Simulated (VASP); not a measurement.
Band structure of Au (fcc). Calculation: MS2 meta-GGA, VASP's PBE PAW potentials (set 64) (plane waves; VASP).

Unless said otherwise, spin-orbit coupling is left out, though it shifts the bands of the heavy elements here.

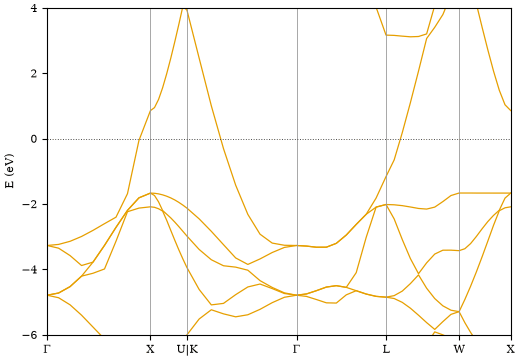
Figure. Bands along high-symmetry lines, zero at the valence-band maximum or, without a gap, the Fermi level

Read the plot: is there a gap, and where are the band edges?

It has no gap at this level: it comes out as a metal or semimetal.

The compound is Au in the fcc structure. It was relaxed first.
